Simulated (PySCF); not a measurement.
# RuO₃: relaxation and vibrations of the triplet

Aim: relax RuO₃ as a triplet from a PBE0 minimum start, check by its vibrations whether the end is a minimum, and collect its spectrum and constants.

The runs use PySCF 2.14.0; PBE0, basis Ru def2-SVP with ECP28, O def2-SVP, scalar-relativistic core potentials, no spin–orbit coupling, density fitting.

## 1. Starting geometry

4 atoms, charge 0, spin multiplicity 3.

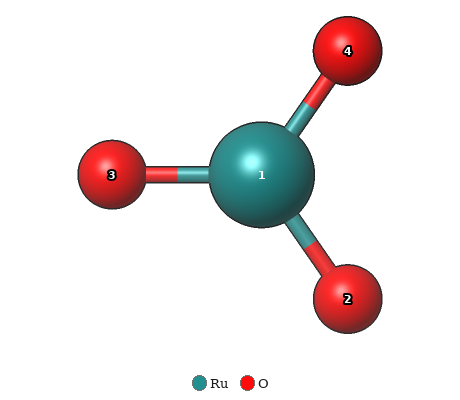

As it starts; ruthenium teal, oxygen red; atoms are numbered from 1 in the order of the file.

Z-matrix (Å, degrees; charge 0 multiplicity 3):
```
Ru
O  1 1.6964
O  1 1.6750 2 124.66
O  1 1.6964 2 110.67 3 180.00
```

## 2. The SCF at the typed geometry

One driver script runs all steps and calls PySCF; scf.py shows how it sets up the SCF of each step. The optimiser is the driver's own. After this first run the driver tries any further starts and a stability analysis.

Contents of scf.py:

```python
from pyscf import gto, scf, dft
mol = gto.M(atom='''
Ru    -0.000000     0.000000    -0.027170
O     -1.395330    -0.000000     0.937670
O      0.000000    -0.000000    -1.702200
O      1.395330    -0.000000     0.937670''',
    basis={'Ru': 'def2-SVP', 'O': 'def2-SVP'},
    ecp={'Ru': 'def2-SVP'},
    charge=0, spin=2)
mf = dft.UKS(mol, xc='PBE0')
mf.grids.atom_grid = (50, 194)
aux = {'Ru': 'def2-universal-JKFIT', 'O': 'def2-universal-JKFIT'}
mf = mf.density_fit(auxbasis=aux)
mf.conv_tol = 1e-08
mf.diis_space = 10
mf.max_cycle = 60
mf.init_guess = 'minao'
mf.verbose = 4
mf.kernel()
```

The run is started by

```
> OMP_NUM_THREADS=2 python axn.py task.json out
```

The log of the run:

```text
init E= -310.835505180079
[... the frontier-level lines of each cycle are left out ...]
cycle= 1 E= -319.794191615681  delta_E= -8.96  |g|= 0.813  |ddm|=  2.4
cycle= 2 E= -317.090475185826  delta_E=  2.7  |g|= 2.56  |ddm|= 2.33
cycle= 3 E= -319.848742714396  delta_E= -2.76  |g|= 0.646  |ddm|=  2.2
cycle= 4 E= -319.966415405961  delta_E= -0.118  |g|= 0.41  |ddm|= 0.61
cycle= 5 E= -320.032821483776  delta_E= -0.0664  |g|= 0.102  |ddm|= 0.342
cycle= 6 E= -320.038172465282  delta_E= -0.00535  |g|= 0.019  |ddm|= 0.0987
cycle= 7 E= -320.038893411539  delta_E= -0.000721  |g|= 0.0145  |ddm|= 0.0471
cycle= 8 E= -320.039522983874  delta_E= -0.00063  |g|= 0.00718  |ddm|= 0.0635
cycle= 9 E= -320.039707611907  delta_E= -0.000185  |g|= 0.00312  |ddm|= 0.0421
cycle= 10 E= -320.039731960526  delta_E= -2.43e-05  |g|= 0.00163  |ddm|= 0.0151
cycle= 11 E= -320.039735292209  delta_E= -3.33e-06  |g|= 0.000756  |ddm|= 0.00436
cycle= 12 E= -320.039735864452  delta_E= -5.72e-07  |g|= 0.000141  |ddm|= 0.00175
cycle= 13 E= -320.039735921566  delta_E= -5.71e-08  |g|= 3.66e-05  |ddm|= 0.000613
cycle= 14 E= -320.039735926566  delta_E= -5e-09  |g|= 2.84e-05  |ddm|= 0.000186
Extra cycle  E= -320.039735922872  delta_E= 3.69e-09  |g|= 0.000102  |ddm|= 8.77e-05
converged SCF energy = -320.039735922872  <S^2> = 2.1888154  2S+1 = 3.1233414
```

This step, with its further starts and checks, took 20 s on 2 threads of Arm Neoverse N1, shared host.

Energies from each starting density:

```
                      start  energy (Eh)
    the minimal-basis guess  -320.039736
a thermally smeared density  -320.039736
      a smeared PBE density  -320.039736
```

No lower solution of this spin turned up from the other starts or in the test of internal stability.

## 3. Relaxing the triplet from the PBE0 minimum start

The program finds C2v symmetry in the start, which this walk keeps. Threshold on the gradient: 0.0003 Eh/bohr, with a further test on the energy change.

scf.py, as its differences from that of step 2:

```diff
@@ -3,4 +3,4 @@
-Ru    -0.000000     0.000000    -0.027170
-O     -1.395330    -0.000000     0.937670
-O      0.000000    -0.000000    -1.702200
-O      1.395330    -0.000000     0.937670''',
+Ru     0.000000     0.000000    -0.027174
+O     -1.395330     0.000000     0.937666
+O      0.000000     0.000000    -1.702204
+O      1.395330     0.000000     0.937666''',
@@ -17 +16,0 @@
-mf.init_guess = 'minao'
```

The optimiser's trace:

```
step  energy (Eh)  change (kJ/mol)  largest symmetric gradient (Eh/bohr)
   0  -320.039736             0.00                               0.00011
```

The walk took 2.7 s.

Geometry (Å) and forces (eV/Å) at some steps:

```
step 0
Ru   0.000   0.000  -0.027   0.000   0.000  -0.002
O   -1.395   0.000   0.938  -0.006   0.000   0.002
O    0.000   0.000  -1.702   0.000   0.000  -0.002
O    1.395   0.000   0.938   0.006   0.000   0.002
```

End point (C2v, 0 steps, 0.0 kJ/mol gained): Ru–O 1.675 Å, Ru–O 1.696 Å (×2); O–Ru–O 110.7°, O–Ru–O 124.7° (×2).

## 4. Is it a minimum? Harmonic modes

The point is checked on the finer grid, and tightened if its gradient asks for it. The Hessian and the dipole derivatives come from central differences of analytic gradients, with steps of 0.02 bohr.

scf.py, as its differences from that of step 3:

```diff
@@ -3,4 +3,4 @@
-Ru     0.000000     0.000000    -0.027174
-O     -1.395330     0.000000     0.937666
-O      0.000000     0.000000    -1.702204
-O      1.395330     0.000000     0.937666''',
+Ru     0.000000     0.000000    -0.027283
+O     -1.395235     0.000000     0.937797
+O      0.000000     0.000000    -1.702357
+O      1.395235     0.000000     0.937797''',
@@ -11 +11 @@
-mf.grids.atom_grid = (50, 194)
+mf.grids.atom_grid = (75, 302)
@@ -14 +14 @@
-mf.conv_tol = 1e-08
+mf.conv_tol = 1e-10
```

This SCF starts from the last density.

Log of the central SCF (cycles and frontier levels):

```text
init E= -320.039721875114
[... the frontier-level lines of each cycle are left out ...]
cycle= 1 E= -320.039721874846  delta_E= 2.68e-10  |g|= 2.75e-05  |ddm|= 2.17e-05
cycle= 2 E= -320.039721870741  delta_E= 4.11e-09  |g|= 0.000106  |ddm|= 8.2e-05
cycle= 3 E= -320.039721875134  delta_E= -4.39e-09  |g|= 3.64e-06  |ddm|= 6.58e-05
cycle= 4 E= -320.039721875141  delta_E= -6.31e-12  |g|= 6.67e-07  |ddm|= 2.52e-06
Extra cycle  E= -320.039721875141  delta_E= -7.96e-13  |g|= 1.52e-06  |ddm|= 1.92e-06
converged SCF energy = -320.039721875141  <S^2> = 2.1888439  2S+1 = 3.1233596
```

The whole step took 81 s.

Geometry: C2v; Ru–O 1.675 Å, Ru–O 1.696 Å (×2); O–Ru–O 110.7°, O–Ru–O 124.7° (×2).

Modes, for the most abundant isotopes:

```
symmetry  ω (cm⁻¹)  IR (km/mol)     type
      b1       117         38.3     bend
      b2       175         15.1     bend
      a1       320          1.2     bend
      b2       791         88.2  stretch
      a1       909         35.3  stretch
      a1       934         74.7  stretch
```

All wavenumbers are real: a minimum.

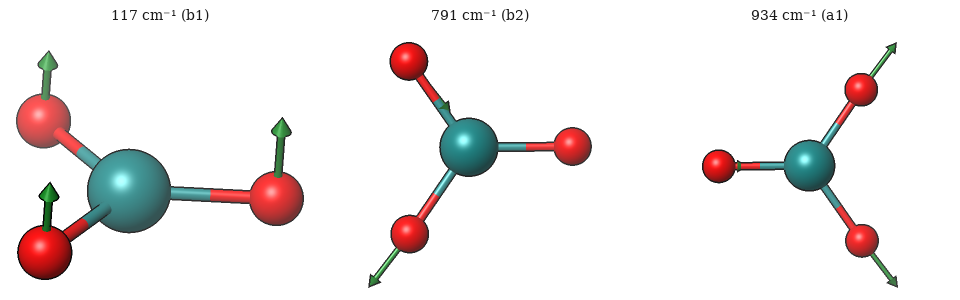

How the atoms move in 3 of the modes.

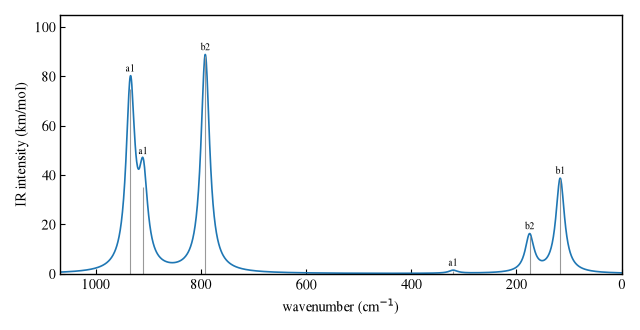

The harmonic infrared spectrum (widths in cm⁻¹). Lines are broadened to a width of 20 cm⁻¹ (Lorentzian).

Properties at this point:

- Dipole moment: 0.69 D
- Highest occupied level: -8.38 eV
- Lowest empty level: -5.51 eV
- Rotational constants: 0.2707, 0.2261, 0.1232 cm⁻¹
- Zero-point energy: 19.4 kJ/mol
- Principal polarisabilities: 23.1, 41.3, 45.0 bohr³
- Atomisation energy without zero-point energy: 1298 kJ/mol
- Principal traceless quadrupole moments about the centre of mass: -4.37, -3.35, 7.72 D Å
- Entropy at 298.15 K and 1 bar (electronic part: spin only): 309.4 J/(mol K)
- Heat capacity Cp at 298.15 K: 62.8 J/(mol K)
- Enthalpy at 298.15 K above 0 K: 14.86 kJ/mol
- Rotational symmetry number: 2
- Spin squared ⟨S²⟩: 2.189

Charges (e) and bond orders:

```json
{"atom": "Ru1", "Mulliken": "1.07", "Löwdin": "0.25", "polar tensor": "1.50", "spin (Mulliken)": "1.30", "Mayer order to Ru1": "–"}
{"atom": "O2,4", "Mulliken": "-0.36", "Löwdin": "-0.09", "polar tensor": "-0.49", "spin (Mulliken)": "0.53", "Mayer order to Ru1": "1.76"}
{"atom": "O3", "Mulliken": "-0.36", "Löwdin": "-0.07", "polar tensor": "-0.53", "spin (Mulliken)": "-0.36", "Mayer order to Ru1": "1.77"}
```

Outer orbital energies (eV). α occupied: -13.77, -13.62, -11.09, -10.60, -10.57, -10.09, -9.60, -8.38; empty: -4.90, -2.45, -1.86, 0.22. β occupied: -14.19, -13.61, -12.55, -11.86, -10.58, -10.24, -10.07, -9.72; empty: -5.51, -4.55, -3.82, -1.94.

Mulliken populations on Ru1 (outside its core potential): s 2.32, p 6.46, d 6.10, f 0.05.

## 5. Results

| quantity | value |
| --- | --- |
| minimum | triplet, C2v |
| geometry | Ru–O 1.675 Å, Ru–O 1.696 Å (×2); O–Ru–O 110.7°, O–Ru–O 124.7° (×2) |
| wavenumbers (cm⁻¹) | 117 (b1), 175 (b2), 320 (a1), 791 (b2), 909 (a1), 934 (a1) |
| dipole moment | 0.69 D |
| highest occupied, lowest empty level (either spin) | -8.38, -5.51 eV |
| polar-tensor charge of Ru1 | +1.50 e |
| zero-point energy | 19.4 kJ/mol |
| entropy at 298.15 K | 309.4 J/(mol K) |
| atomisation energy (no zero-point energy) | 1298 kJ/mol |
| ⟨S²⟩ | 2.189 |

The molecule stays C2v, as typed, and the end point is a minimum. The strongest infrared band lies at 791 cm⁻¹ (b2, stretch). Most of the spin sits on Ru1 (Mulliken spin 1.30, against 2 for the whole molecule). Only this shape and spin were tried, so other structures or states may lie lower. One determinant may miss the lowest occupation of an open d or f shell.

The search up to here took 1.7 min.
